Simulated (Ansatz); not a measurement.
# AgO (F-43m): phonons and vibrational spectra, part 2 of 2

The cell of AgO (F-43m) is at rest. What are its phonons? After the zone centre comes a 4×4×4 q mesh on a 16×16×16 k mesh.

Ansatz 0.2.0; DFT PBEsol, scalar-relativistic, plane waves, PAW; PAW set soft_1.

So far. Step 2 (Modes at Γ): Before it was imposed, the acoustic sum rule was missed by 7.7e-5 eV/Å². Small misses are needed for a sound result but don't prove that mesh and cutoff are converged. The lowest optical mode is real, 202 cm⁻¹.

## Step 3: Phonons on a q mesh (continued)

The partial phonon density of states has structure finer than the step of the table below, so its rows give means over 25 cm⁻¹, whole bins alone (the curve runs from -81.1 to 393 cm⁻¹). Peaks (cm⁻¹: height): Ag -36.4: 0.0647, 139.4: 0.0426; O -36.4: 0.00784, 279.5: 0.0487, 345.0: 0.0308.

Phonopy on the run's constants, 19x19x19 mesh, Gaussian sigma 3.4 cm-1. Interpolated from a 4×4×4 q mesh. Table of partial phonon density of states by wavenumber; means over each step; values in 1/cm⁻¹/cell:

| wavenumber (cm⁻¹) | Ag | O |
| --- | --- | --- |
| -50 | 0.0335 | 0.00404 |
| -25 | 0.0311 | 0.00378 |
| 0 | 0.00335 | 4.2e-4 |
| 25 | 7.4e-4 | 9.6e-5 |
| 50 | 5.5e-4 | 6.1e-5 |
| 75 | 0.00164 | 1.4e-4 |
| 100 | 0.00465 | 2.6e-4 |
| 125 | 0.0189 | 5.7e-4 |
| 150 | 0.0129 | 1.5e-4 |
| 175 | 0 | 0 |
| 200 | 7.8e-5 | 6.0e-4 |
| 225 | 3.8e-4 | 0.00369 |
| 250 | 8.3e-4 | 0.0120 |
| 275 | 0.00229 | 0.0358 |
| 300 | 0.00235 | 0.0207 |
| 325 | 0.00200 | 0.0182 |
| 350 | 0.00190 | 0.0177 |
| 375 | 7.9e-5 | 0.00141 |

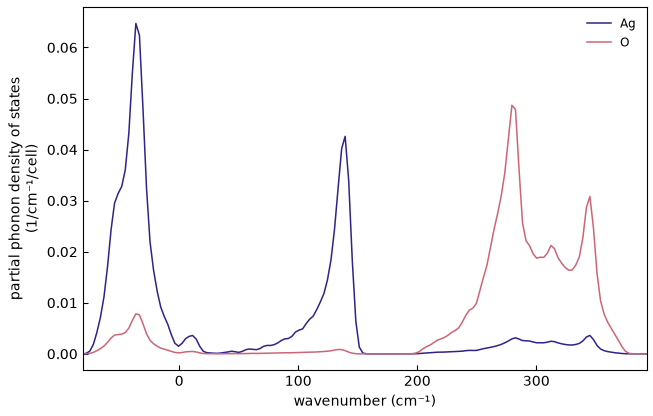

Partial phonon density of states, plotted against wavenumber.

Second derivatives of the energy by pair, one row for each kind of neighbour of each atom listed. Each entry sums the pair over the periodic images of the supercell that the q mesh stands for, and in a polar crystal it holds the long-range dipole part too. Force constants by pair, by row:

| atom | neighbour | distance (Å) | third of the trace (eV/Å²) | along the pair's line (eV/Å²) |
| --- | --- | --- | --- | --- |
| Ag1 | itself | 0 | 4.727 | – |
| Ag1 | O | 2.143 | -0.6347 | -3.228 |
| Ag1 | Ag | 3.5 | -0.209 | -0.8311 |
| Ag1 | O | 4.104 | 0.0329 | -0.0692 |
| Ag1 | Ag | 4.95 | -0.0683 | -0.0593 |
| Ag1 | O | 5.394 | -0.0203 | 0.0011 |
| Ag1 | Ag | 6.062 | 0.0157 | 0.0483 |
| Ag1 | O | 6.43 | 0.0263 | -0.0149 |
| Ag1 | O | 6.43 | 0.0129 | 0.0174 |
| O2 | itself | 0 | 4.81 | – |
| O2 | Ag | 2.143 | -0.6347 | -3.228 |
| O2 | O | 3.5 | -0.1963 | -0.2977 |
| O2 | Ag | 4.104 | 0.0329 | -0.0692 |
| O2 | O | 4.95 | -0.0726 | -0.107 |
| O2 | Ag | 5.394 | -0.0203 | 0.0011 |
| O2 | O | 6.062 | -0.0056 | 0.0267 |
| O2 | Ag | 6.43 | 0.0263 | -0.0149 |
| O2 | Ag | 6.43 | 0.0129 | 0.0174 |

Symmetry leaves 8 wavevectors to solve. The lowest mode among them, the acoustic zeros apart, lies at q = (0.25, -0.5, -0.25) and is imaginary, 72.0i cm⁻¹, so the energy falls along it.

## Step 4: Isotope substitution, element Ag, natural mass 107.868 amu

An isotope changes the mass and not the force constants, so no new electronic calculation is needed; the shifts show which modes move this element.

The same force constants with the mass of Ag changed from 107.868 to 108.905 u (phonopy, no LO-TO term). Both lists are sorted by frequency; levels can cross, so a row need not hold one and the same mode. Modes under 3 cm⁻¹ are left out. Isotope shifts, by row:

| q | rank | natural mass (cm⁻¹) | changed mass (cm⁻¹) |
| --- | --- | --- | --- |
| 0 0 0 | 4 | 201.6 | 201.5 |
| 0 0 0 | 5 | 201.6 | 201.5 |
| 0 0 0 | 6 | 201.6 | 201.5 |
| 0 0 0.25 | 1 | -21.97 | -21.88 |
| 0 0 0.25 | 2 | -21.97 | -21.88 |
| 0 0 0.25 | 3 | 91.79 | 91.38 |
| 0 0 0.25 | 4 | 260.8 | 260.7 |
| 0 0 0.25 | 5 | 261.3 | 261.2 |
| 0 0 0.25 | 6 | 261.3 | 261.2 |
| 0 0 -0.5 | 1 | -37.47 | -37.32 |
| 0 0 -0.5 | 2 | -37.47 | -37.32 |
| 0 0 -0.5 | 3 | 133.3 | 132.7 |
| 0 0 -0.5 | 4 | 292 | 291.9 |
| 0 0 -0.5 | 5 | 292 | 291.9 |
| 0 0 -0.5 | 6 | 372.9 | 372.9 |
| 0 0.25 0.25 | 1 | -30.73 | -30.6 |
| 0 0.25 0.25 | 2 | -30.73 | -30.6 |
| 0 0.25 0.25 | 3 | 110.7 | 110.2 |
| 0 0.25 0.25 | 4 | 257.7 | 257.6 |
| 0 0.25 0.25 | 5 | 276.7 | 276.6 |
| 0 0.25 0.25 | 6 | 276.7 | 276.6 |

A mode of this element alone would shift by -0.48 %. The highest zone-centre frequency without the field goes from 201.6 to 201.5 cm⁻¹ (-0.1 %). The product of the frequency ratios over all optical modes at Γ is 0.998; the product rule, (m/m′)^(3k/2) (M′/M)^(3/2) with k = 1 such atoms and M the mass of the cell, gives 0.998.

## Step 5: Isotope substitution, element O, natural mass 15.999 amu

The same for O, from 16.00 to 18.00 u.

The same force constants with the mass of O changed from 15.999 to 17.999 u (phonopy, no LO-TO term). Both lists are sorted by frequency; levels can cross, so a row need not hold one and the same mode. Modes under 3 cm⁻¹ are left out. Isotope shifts, by row:

| q | rank | natural mass (cm⁻¹) | changed mass (cm⁻¹) |
| --- | --- | --- | --- |
| 0 0 0 | 4 | 201.6 | 191.6 |
| 0 0 0 | 5 | 201.6 | 191.6 |
| 0 0 0 | 6 | 201.6 | 191.6 |
| 0 0 0.25 | 1 | -21.97 | -21.82 |
| 0 0 0.25 | 2 | -21.97 | -21.82 |
| 0 0 0.25 | 3 | 91.79 | 91.43 |
| 0 0 0.25 | 4 | 260.8 | 246.8 |
| 0 0 0.25 | 5 | 261.3 | 248.1 |
| 0 0 0.25 | 6 | 261.3 | 248.1 |
| 0 0 -0.5 | 1 | -37.47 | -37.21 |
| 0 0 -0.5 | 2 | -37.47 | -37.21 |
| 0 0 -0.5 | 3 | 133.3 | 133 |
| 0 0 -0.5 | 4 | 292 | 277.3 |
| 0 0 -0.5 | 5 | 292 | 277.3 |
| 0 0 -0.5 | 6 | 372.9 | 352.4 |
| 0 0.25 0.25 | 1 | -30.73 | -30.55 |
| 0 0.25 0.25 | 2 | -30.73 | -30.55 |
| 0 0.25 0.25 | 3 | 110.7 | 110.4 |
| 0 0.25 0.25 | 4 | 257.7 | 243.6 |
| 0 0.25 0.25 | 5 | 276.7 | 262.4 |
| 0 0.25 0.25 | 6 | 276.7 | 262.4 |

A mode of this element alone would shift by -5.72 %. The highest zone-centre frequency without the field goes from 201.6 to 191.6 cm⁻¹ (-5.0 %). The product of the frequency ratios over all optical modes at Γ is 0.858; the product rule, (m/m′)^(3k/2) (M′/M)^(3/2) with k = 1 such atoms and M the mass of the cell, gives 0.858.

## Step 6: Summary of results

```json
{
  "space group (within 0.01 Å)": "F-43m",
  "volume per atom": "15.2 Å³",
  "electronic character": "no gap on this mesh",
  "highest optical mode at the zone centre (no LO-TO term)": "202 cm⁻¹",
  "lowest optical zone-centre mode": "202 cm⁻¹",
  "lowest mode on the q mesh (acoustic modes at Γ apart)": "-72.0 cm⁻¹",
  "highest frequency on the path or at a solved wavevector": "373 cm⁻¹",
  "imaginary modes on the 4×4×4 q mesh": "yes"
}
```

In words: Modes are clearly imaginary (beyond 10i cm⁻¹) at 7 of the 8 irreducible wavevectors, most at q = (0.25, -0.5, -0.25) (72.0i cm⁻¹), so this structure is not a minimum of the energy. The optical modes at Γ form one degenerate level at 202 cm⁻¹. The highest mode in this list at Γ, 201.6 cm⁻¹, is mostly motion of O (87 % of the kinetic energy). With no gap, or one that is small against the smearing, the frequencies hang on the k mesh and the smearing, most of all near Kohn anomalies. The phonon runs are without spin polarisation, although the cell has an odd electron count. The PAW files were made for PBE and serve the other functionals too. These are harmonic frequencies at zero temperature: anharmonic shifts, linewidths and thermal expansion are left out.

[Logs are printed without paths, hosts, clocks, repeated set-up lines and the standing remarks that a program may print on its own settings, such as how far it seeks lower states.]

[Hosts, paths, dates, database ids (printed as entryN), source tags and the programs' standing remarks are cut or masked in the printed files.]
